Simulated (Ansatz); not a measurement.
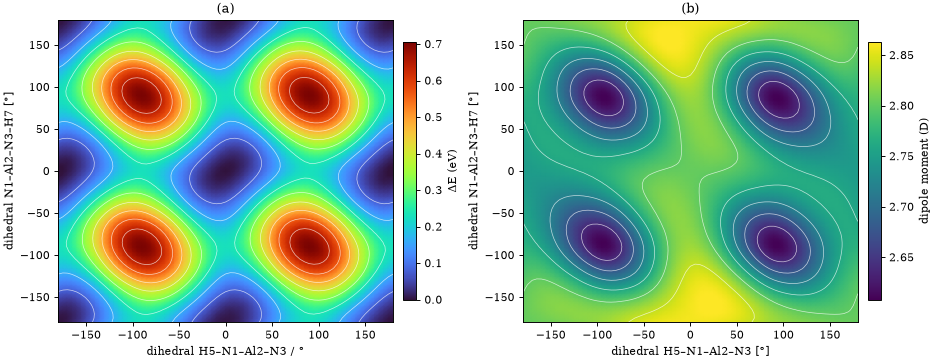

AlBrH4N2, SMILES [NH2][Al]([NH2])[Br]. First axis: dihedral H5–N1–Al2–N3. Second axis: dihedral N1–Al2–N3–H7. Nothing is relaxed (all other coordinates rigid). The grid has 12 × 12 points; 90 points were computed and 54 follow by symmetry. Points are written as (first, second). Energies: eV, counted from the lowest grid point. All numbers below come from RKS CAM-B3LYP-D4/def2-SVP (Ansatz 0.2.0).

Panel (a) is the energy and panel (b) the computed dipole moment on the same grid.

In the figure: a smooth colour map with a few white contour lines. Between grid points the surface is interpolated.

**How does the dipole moment vary over the map, and what is it at the lowest grid point?**

Leaving out the highest fifth of the energies, it runs from 2.70 D at (−120°, 60°) to 2.86 D at (−30°, 150°). At the lowest grid point, (−180°, 0°), it is 2.75 D.
